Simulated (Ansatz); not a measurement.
**GeH3F (fluorogermane): r2SCAN0/STO-3G**

Aim: the electronic atomisation energy of GeH3F (fluorogermane) at r2SCAN0/STO-3G, from 4 runs. 

Program for the calculation: Ansatz 0.2.0.

### 1 The system as given

GeH3F has 5 atoms, charge 0, and is taken as a singlet. As SMILES, `[F][GeH3]`. The coordinates come from a PBE0-D4/def2-TZVP relaxation.

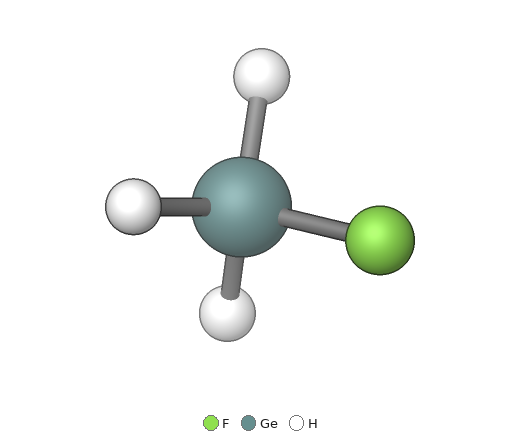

The structure, seen from a chosen angle (fluorine green, germanium teal, hydrogen white).

### 2 A single-point energy at r2SCAN0/STO-3G

The input, molecule.yaml:

```yaml
crystal:
  periodic: [false, false, false]
  atoms:
    - {symbol: F, position_ang: [-1.046500, 0.474300, 1.162200]}
    - {symbol: Ge, position_ang: [0.068200, -0.041600, -0.072800]}
    - {symbol: H, position_ang: [1.331000, -0.512000, 0.658600]}
    - {symbol: H, position_ang: [-0.627800, -1.178000, -0.831200]}
    - {symbol: H, position_ang: [0.325100, 1.183600, -0.958100]}
basis:
  gaussian:
    orbitals: STO-3G
magnetization:
  spin_polarized: false
hamiltonian:
  xc: {name: r2SCAN0}
accuracy: high
```

Started as:

```
$ ansatz run molecule.yaml --threads 1 --pin off --max-ram 2610MiB --events-out events.jsonl --progress --plain --runs-dir runs
```

Output:

```text
Warning: RAYON_NUM_THREADS=1 ignored (pool sized by the plan → 1); use --threads N
Functional definition: r2SCAN0
  name "r2SCAN0"
  parameter a = 0.25
  parameter k0 = 0.174
  parameter k1 = 0.065
  parameter a1 = 4.9479
  exchange = (1 - a)*r2scan_x(k0 = k0, k1 = k1, a1 = a1) + a*exact_x
  correlation = r2scan_c
388 factors; integrals over basis functions are off by at most 2.2e-8 eV
mean field evaluation 1: about -58593.6280 eV, gradient 1.8e1 eV
mean field evaluation 2: about -58593.9082 eV, gradient 1.7e1 eV
mean field evaluation 4: about -58594.9754 eV, gradient 2.2e-1 eV
mean field evaluation 8: about -58594.9439 eV, gradient 3.3e-3 eV
mean field evaluation 16: about -58594.9439 eV, gradient 2.7e-8 eV
mean field -58594.94391175 eV, -2153.3244716775 hartree, gradient 2.7e-8 eV, S^2 0.000000; 0 other end points of the search recorded, 0 dependent functions left out
reference -58594.94391203 eV, -2153.3244716876 hartree; 22, 22 occupied and 4, 4 virtual orbitals, 388 factors
Total energy: -58594.94391203 eV, -2153.3244716876 hartree
```

It took 3.3 s on 1 thread of Arm Neoverse V1, shared host; peak memory 0.14 GiB.

### 3 The F atom

The input, input.yaml:

```yaml
crystal:
  periodic: [false, false, false]
  atoms:
    - {symbol: F, position_ang: [0.000000, 0.000000, 0.000000]}
basis:
  gaussian:
    orbitals: STO-3G
magnetization:
  spin_polarized: true
  initial_magnetization: 1
hamiltonian:
  xc: {name: r2SCAN0}
accuracy: high
```

Run the same way, it converges to -98.26148 Eh (log not shown).

### 4 The Ge atom

The input, input.yaml:

```yaml
crystal:
  periodic: [false, false, false]
  atoms:
    - {symbol: Ge, position_ang: [0.000000, 0.000000, 0.000000]}
basis:
  gaussian:
    orbitals: STO-3G
accuracy: high
magnetization:
  spin_polarized: true
  initial_magnetization: 2
hamiltonian:
  xc: {name: r2SCAN0}
```

Run the same way, it converges to -2052.98005 Eh (log not shown).

### 5 The H atom at the same level

The input, input.yaml:

```yaml
crystal:
  periodic: [false, false, false]
  atoms:
    - {symbol: H, position_ang: [0.000000, 0.000000, 0.000000]}
basis:
  gaussian: {orbitals: STO-3G}
magnetization: {spin_polarized: true, initial_magnetization: 1}
hamiltonian: {xc: {name: r2SCAN0}}
accuracy: high
```

Started as:

```
$ ansatz run input.yaml --threads 1 --pin off --max-ram 2610MiB --events-out events.jsonl --progress --plain --runs-dir runs
```

Output:

```text
Warning: RAYON_NUM_THREADS=1 ignored (pool sized by the plan → 1); use --threads N
[... 8 set-up lines as earlier in the session ...]
1 factors; integrals over basis functions are off by at most 4.6e-10 eV
mean field evaluation 1: about -12.6938 eV, gradient 0.0e0 eV
mean field evaluation 2: about -12.6938 eV, gradient 0.0e0 eV
mean field -12.69384000 eV, -0.4664900157 hartree, gradient 0.0e0 eV, S^2 0.750000; 0 other end points of the search recorded, 0 dependent functions left out
reference -12.69384034 eV, -0.4664900281 hartree; 1, 0 occupied and 0, 1 virtual orbitals, 1 factors
Total energy: -12.69384034 eV, -0.4664900281 hartree
```

Run time: 0.32 s. Hardware: 1 thread of Arm Neoverse V1, shared host.

### 6 What came out

Level: r2SCAN0/STO-3G.

| quantity | value |
| --- | --- |
| molecule: total energy | -2153.32447 Eh |
| F atom: total energy | -98.26148 Eh |
| F atom: ⟨S²⟩ | 0.750 |
| Ge atom: total energy | -2052.98005 Eh |
| Ge atom: ⟨S²⟩ | 2.128 |
| H atom: total energy | -0.46649 Eh |
| H atom: ⟨S²⟩ | 0.750 |
| electronic atomisation energy | 18.598 eV |

**Reading.** Taking the molecule apart into free atoms costs 18.60 eV (1794 kJ/mol), before zero-point energy and without spin-orbit coupling. In a minimal basis such a difference can be off by several eV, whatever the method. ⟨S²⟩ (Ge atom) is 2.13 where a pure triplet has 2.00: the reference is spin-contaminated.
